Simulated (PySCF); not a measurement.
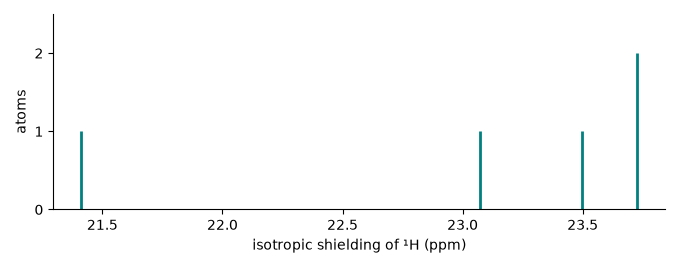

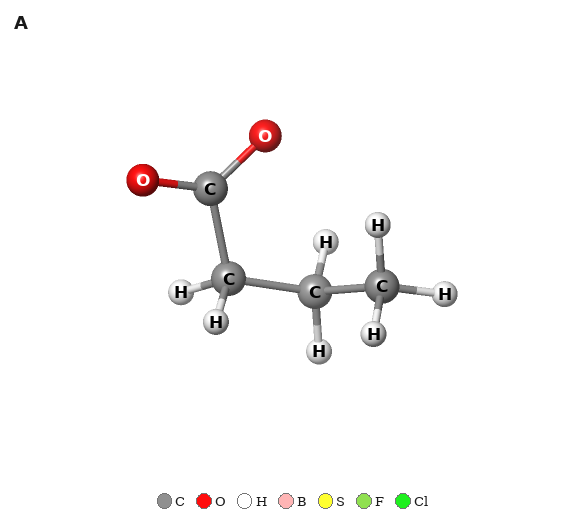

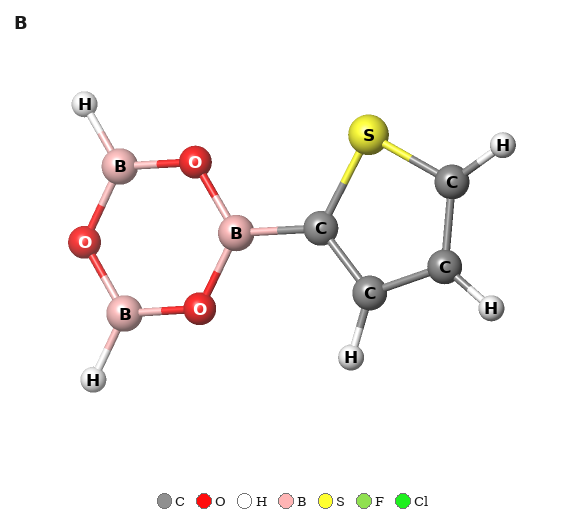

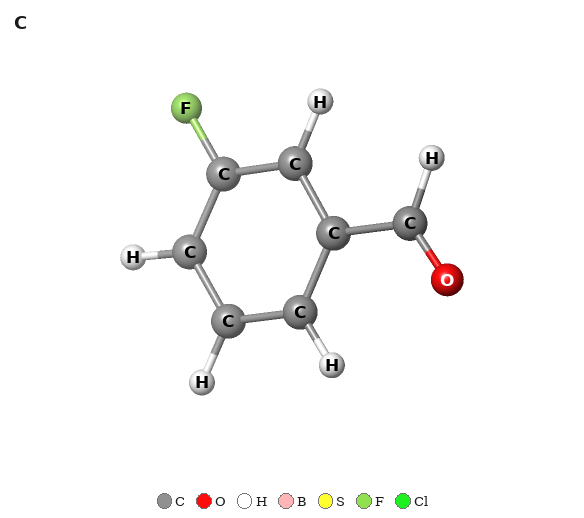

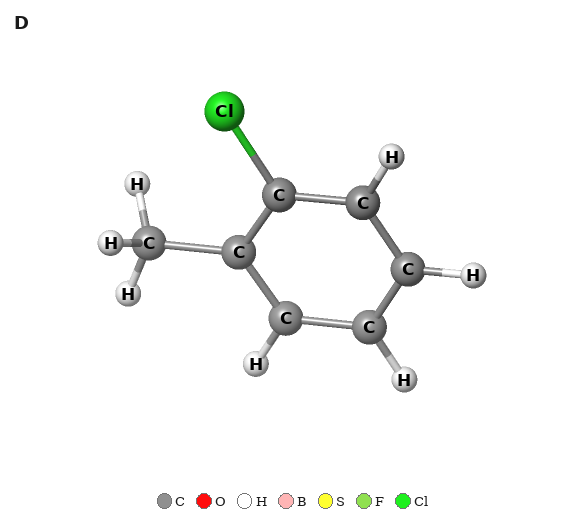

The sticks are computed shieldings of one of the molecules, for one fixed geometry (PBE0-D3(BJ)/def2-SVP) without averaging over rotations. Low shielding means a high chemical shift. Method: GIAO PBE0/pcSseg-1 NMR shielding, non-relativistic, IEF-PCM cyclohexane (PySCF 2.14.0).

### Match the spectrum to a structure.

C, `O=Cc1cccc(F)c1`. Its 5 H atoms give lines at 21.41, 23.07, 23.50, 23.73 (2 atoms) ppm.
